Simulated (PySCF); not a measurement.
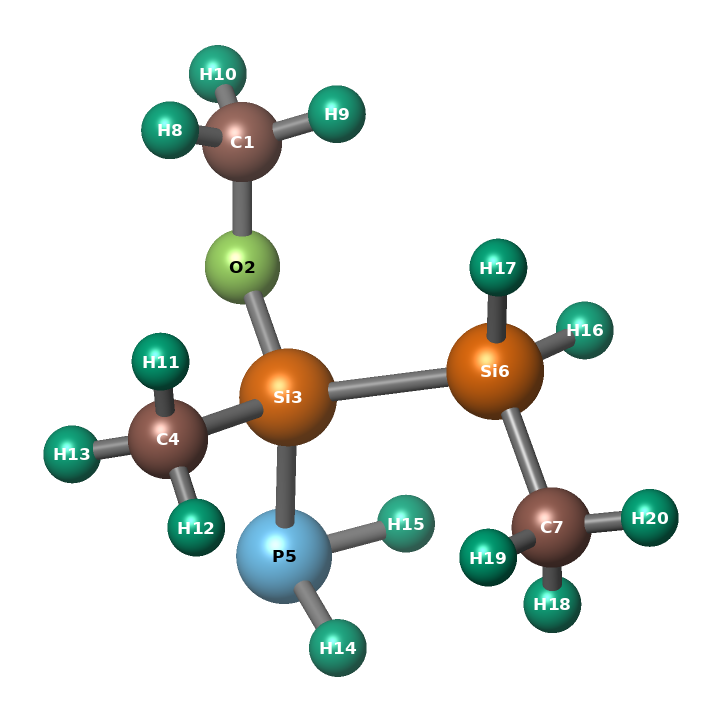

The computed structure is the end point of a PBE0-D3(BJ)/def2-SVP optimisation. No frequency run is at hand to confirm it as a minimum. Level of theory: delta-SCF UKS SCAN, pcX-2 on the ionised atom, pcseg-1 elsewhere, spin-free X2C (PySCF 2.14.0).

Give the core-electron binding energies (to vacuum; p and d levels without spin–orbit splitting) of C1 1s, O2 1s, Si3 1s, Si3 2p, C4 1s, P5 1s, P5 2p, Si6 1s, Si6 2p, C7 1s.

```json
{"atom": "C1", "level": "1s", "binding energy (eV)": "292.2"}
{"atom": "O2", "level": "1s", "binding energy (eV)": "537.6"}
{"atom": "Si3", "level": "1s", "binding energy (eV)": "1846.3"}
{"atom": "Si3", "level": "2p", "binding energy (eV)": "106.7"}
{"atom": "C4", "level": "1s", "binding energy (eV)": "290.1"}
{"atom": "P5", "level": "1s", "binding energy (eV)": "2149.4"}
{"atom": "P5", "level": "2p", "binding energy (eV)": "136.2"}
{"atom": "Si6", "level": "1s", "binding energy (eV)": "1845.7"}
{"atom": "Si6", "level": "2p", "binding energy (eV)": "106.2"}
{"atom": "C7", "level": "1s", "binding energy (eV)": "290.2"}
```
